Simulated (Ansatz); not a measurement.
# HNOS: what the fields show

The calculation's input:

```
crystal:
  periodic: [false, false, false]
  atoms:
    - {symbol: N, position_ang: [-1.047390, -0.034086, -1.506051]}
    - {symbol: O, position_ang: [-0.333928, -0.339674, 1.098802]}
    - {symbol: S, position_ang: [-1.410122, -0.597524, -0.197363]}
    - {symbol: H, position_ang: [0.431390, 0.182324, 0.780021]}
basis:
  gaussian: {orbitals: def2-TZVPD}
magnetization: {spin_polarized: false}
hamiltonian: {xc: {name: PBE0}}
output: {forces: true, orbitals: {seedname: orbitals}}
```

Command:

```sh
ansatz run input.yaml --threads 1 --pin off --max-ram 2610MiB --events-out events.jsonl --progress --plain --runs-dir runs
```

Geometry: B3LYP/6-31G*.

The calculation used Ansatz, isolated molecule in a Gaussian basis; Kohn-Sham density functional theory, functional PBE0.

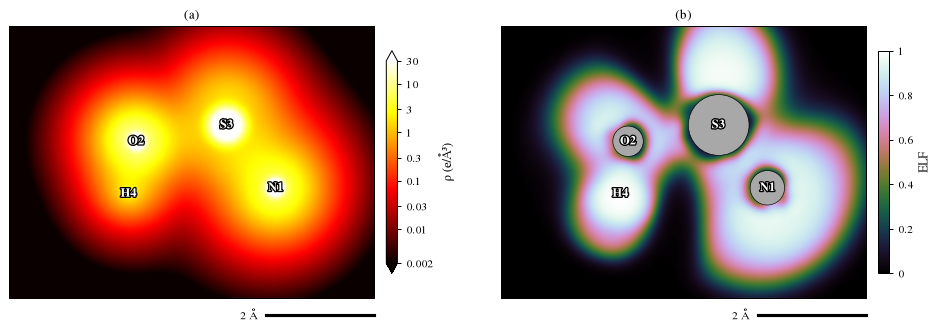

Figure 1. (a) electron density; (b) electron localisation function on the molecular plane. Grey discs cover the atomic cores in the ELF map.

### Interpret the plot.

Atoms in the plane: N, O, S and H. S–N (1.47 Å): the density is about 2.3 e/Å³ at the midpoint; the ELF peaks at about 0.85 between the atoms, as expected for localised, covalent bonding. S–O (1.70 Å): ρ is about 1.3 e/Å³ halfway; the ELF peaks at about 0.80 between the atoms: a polar covalent bond. O–H (0.98 Å): the density is about 3.6 e/Å³ at the midpoint; the ELF climbs to about 1 towards the hydrogen, as it does in any bond to H; a covalent bond by its length. The ELF also peaks beside N1, O2 and S3, away from the bonds: lone-pair regions.

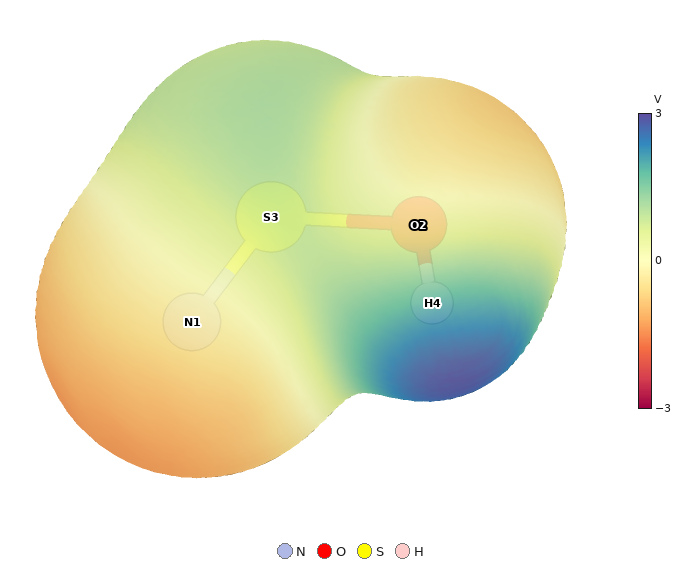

Figure 2. The electrostatic potential painted on the density surface at 0.002 e/bohr³, seen at a tilt; red is negative and blue positive.

### Describe the electrostatic potential map.

The most negative region (about −1.3 V, or −30 kcal/mol for a unit charge) lies over N1, the most positive (about +2.9 V, or +67 kcal/mol for a unit charge) over H4. N1 is the likeliest acceptor of a hydrogen bond.

### How polar is the molecule by this calculation?

Its dipole moment is 1.33 D.

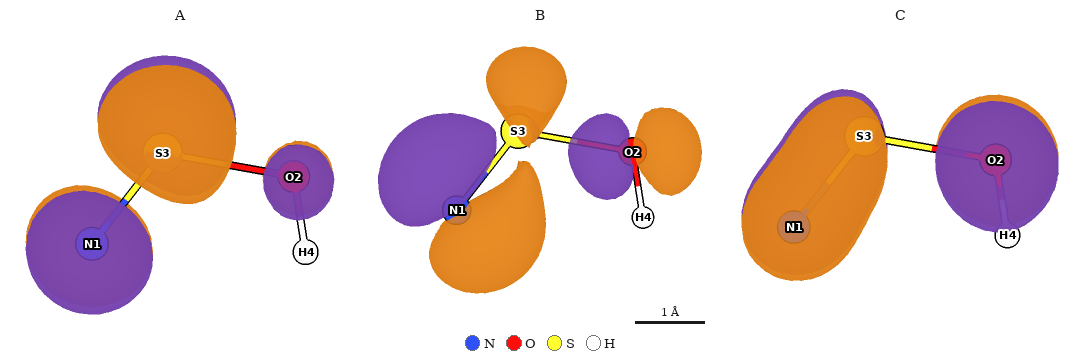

Figure 3. Three frontier orbitals at ±0.15 Å⁻³ᐟ² (orange and purple are the two phases), in no order.

### Which picture is the HOMO−1, the HOMO and the LUMO?

C is the HOMO−1 (−9.61 eV). Its weight (Hirshfeld) is mainly on O2 (about 50 %), N1 (about 25 %) and S3 (about 20 %); it changes sign across the molecular plane (π type); π-bonding across N1–S3; π-antibonding (a node) across O2–S3. B is the HOMO (−8.14 eV). Its weight (Hirshfeld) is mainly on N1 (about 55 %), S3 (about 25 %) and O2 (about 20 %); it is symmetric in the molecular plane (an in-plane orbital: σ, lone-pair or in-plane π type). A is the LUMO (−2.96 eV). By Hirshfeld shares it lies mainly on S3 (about 50 %), N1 (about 45 %) and O2 (about 5 %); it changes sign across the molecular plane (π type); π-antibonding (a node) across N1–S3.

### What is the HOMO–LUMO gap?

5.18 eV between the orbital energies.
